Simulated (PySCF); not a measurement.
System: C$_{5}$H$_{6}$ClFO (SMILES O=C(Cl)[C@H]1C[C@H](F)C1).

Input

```
{"job": {"kind": "uv", "xc": "B3LYP", "basis": "def2-SVPD", "nstates": 8, "ntriplets": 3}, "charge": 0, "multiplicity": 1}
O      1.489349    -1.518806    -1.449686
C      1.594176    -0.625078    -0.680926
Cl     3.011688     0.438325    -0.742054
C      0.655018    -0.204054     0.397686
C     -0.069168     1.130137     0.093231
C     -1.374973     0.353876    -0.119432
F     -2.410399     0.780723     0.672092
C     -0.700664    -0.934198     0.369668
H      1.187982    -0.218261     1.348702
H     -0.125082     1.789267     0.955802
H      0.299051     1.685449    -0.765318
H     -1.754472     0.333166    -1.143742
H     -0.752130    -1.778720    -0.312437
H     -1.051054    -1.232298     1.354247
```

Launched as:

```sh
OMP_NUM_THREADS=1 python probes_run.py task.json out
```

Geometry: GFN2-xTB.

These are results of B3LYP/def2-SVPD, SCF density, gas phase in PySCF, not measurements.

Predict the electron density and electron localisation function between the atoms.

C–F (1.37 Å): the density is about 2.1 e/Å³ at the midpoint, with its minimum of 1.6 e/Å³ about 0.5 Å from C; the ELF peaks at about 0.85 between the atoms; a polar covalent bond.
C–H (1.09 Å): ρ is about 2 e/Å³ halfway; the ELF climbs to about 1 towards the hydrogen, as it does in any bond to H: an ordinary covalent bond to hydrogen.
C–C (1.53 Å): ρ is about 1.7 e/Å³ halfway; the ELF peaks at about 0.95 between the atoms: a shared electron pair.

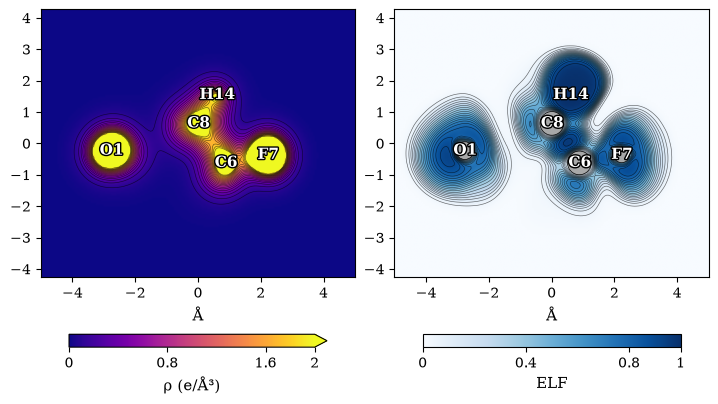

Computed electron density and electron localisation function on the plane of atoms F7, C6 and C8, in this order. Grey discs cover the atomic cores in the ELF map. 
